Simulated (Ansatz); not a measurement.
# CH₄ClFO₂Si: one species, many methods

How much do the methods differ for CH₄ClFO₂Si? The plan is to run it at one geometry with functionals of several rungs and with coupled cluster. The yardstick is the atomisation energy at the CCSD(T) limit.

The runs use Ansatz 0.2.0, Gaussian basis; functionals in def2-TZVPP, the program's frozen cores in correlated methods.

Plan: LDA (SPW92), PBE-D4, revPBE-D4, BLYP-D4, r2SCAN-D4, B97M-V, PBE0-D4, B3LYP-D4, r2SCANh-D4, r2SCAN0-D4, HSE06-D4, BHLYP-D4, CAM-B3LYP-D4, LC-ωPBE, ωB97X-V, ωB97M-V, B2PLYP, PBE-QIDH; CCSD(T)/def2-SVP; CCSD(T)/def2-TZVPP; MP2/def2-QZVPP; extrapolation to the limit; RPA on PBE.

### 1 The relaxed structure

An earlier PBE0-D4 in a triple-zeta def2 set relaxation fixed the geometry.

SMILES `CO[Si](O)(F)Cl`, 10 atoms, charge 0, spin multiplicity 1.

Atoms are counted from 1 here; the program's logs count them from 0.

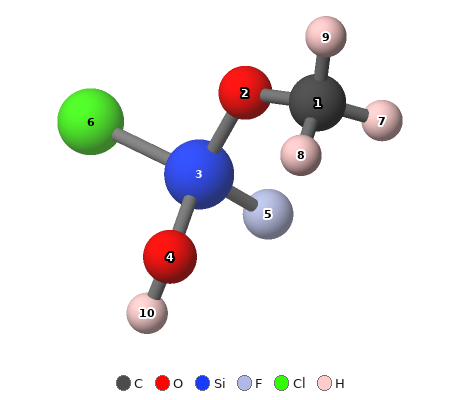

The geometry (carbon dark grey, oxygen red, silicon blue, fluorine light blue, chlorine green, hydrogen pink); atoms are numbered from 1 in the order of the file.

Coordinates:

```
C    -1.1853   -1.0041    0.5324
O    -0.5097    0.2165    0.7782
Si    0.7998    0.7360    0.0111
O     0.5556    0.6393   -1.5874
F     2.0749   -0.1315    0.3861
Cl    1.1806    2.6246    0.6303
H    -0.5805   -1.8547    0.8579
H    -1.4226   -1.1154   -0.5287
H    -2.1124   -0.9901    1.1052
H     1.2826    0.8282   -2.1821
```

### 2 LDA

This LDA is Slater exchange with PW92 correlation.

in.yaml

```yaml
crystal:
  periodic: [false, false, false]
  atoms:
    - {symbol: C, position_ang: [-1.185316, -1.004072, 0.532363]}
    - {symbol: O, position_ang: [-0.509739, 0.216533, 0.778169]}
    - {symbol: Si, position_ang: [0.799839, 0.736015, 0.011060]}
    - {symbol: O, position_ang: [0.555644, 0.639267, -1.587387]}
    - {symbol: F, position_ang: [2.074897, -0.131475, 0.386104]}
    - {symbol: Cl, position_ang: [1.180640, 2.624557, 0.630272]}
    - {symbol: H, position_ang: [-0.580458, -1.854722, 0.857941]}
    - {symbol: H, position_ang: [-1.422625, -1.115352, -0.528718]}
    - {symbol: H, position_ang: [-2.112401, -0.990056, 1.105207]}
    - {symbol: H, position_ang: [1.282619, 0.828205, -2.182113]}
basis:
  gaussian: {orbitals: def2-TZVPP}
hamiltonian: {xc: lda}
output: {orbitals: {seedname: orbitals}}
```

On the command line:

```
ansatz run in.yaml --threads 4 --pin off --events-out ev --progress --plain --max-ram 10444MiB
```

The runs that follow: PBE-D4 (GGA); revPBE-D4 (GGA); BLYP-D4 (GGA); r2SCAN-D4 (meta-GGA); B97M-V (meta-GGA); B3LYP-D4 (hybrid); r2SCANh-D4 (hybrid); r2SCAN0-D4 (hybrid); HSE06-D4 (hybrid); BHLYP-D4 (hybrid); CAM-B3LYP-D4 (range-separated); LC-ωPBE (range-separated); ωB97X-V (range-separated); ωB97M-V (range-separated); B2PLYP (double hybrid); PBE-QIDH (double hybrid); CCSD(T) in def2-SVP; CCSD(T) in def2-TZVPP; MP2 in def2-QZVPP; RPA on PBE orbitals.

**Question.** What will the summary of the whole plan be? Wanted: atomisation energy, CCSD(T)/CBS; farthest beyond LDA; mean size of error, GGA; mean size of error, meta-GGA; mean size of error, hybrid; mean size of error, range-separated; mean size of error, double hybrid; gap, smallest and largest; T1 diagnostic.

The runs gave:

```
                               quantity                                              value
        atomisation energy, CCSD(T)/CBS                                          42.274 eV
    functionals within 0.211 eV (0.5 %)  r2SCAN-D4, B97M-V, CAM-B3LYP-D4, ωB97X-V, ωB97M-V
                    farthest beyond LDA                               BHLYP-D4 (-1.886 eV)
                mean size of error, GGA                                           0.566 eV
           mean size of error, meta-GGA                                           0.117 eV
             mean size of error, hybrid                                           0.810 eV
    mean size of error, range-separated                                           0.189 eV
      mean size of error, double hybrid                                           0.666 eV
              gap, smallest and largest              6.78 eV (BLYP-D4), 14.51 eV (LC-ωPBE)
                          T1 diagnostic                                             0.0107
triples share of the correlation energy                                              3.4 %
```

What this shows: The LDA atomisation energy is off by 6.105 eV (14 %): it overbinds. PBE-D4 is off by +0.382 eV. Double hybrids carry the basis error of their MP2 part in triple zeta, and no dispersion term here, so their miss is partly the set-up's. The rungs meta-GGA, range-separated miss on average by less than the doubt on the reference (0.211 eV), so they tie. Misses under about 0.211 eV are within the doubt on the reference itself, which lacks core-valence correlation, relativity and higher excitations. Hartree-Fock recovers 72 % of the binding; the rest is correlation. CCSD(T) in def2-SVP is off by -3.425 eV, more than most functionals: a good method in a small basis is no reference. Orbital gaps span 6.8 to 14.5 eV; exact exchange widens them.
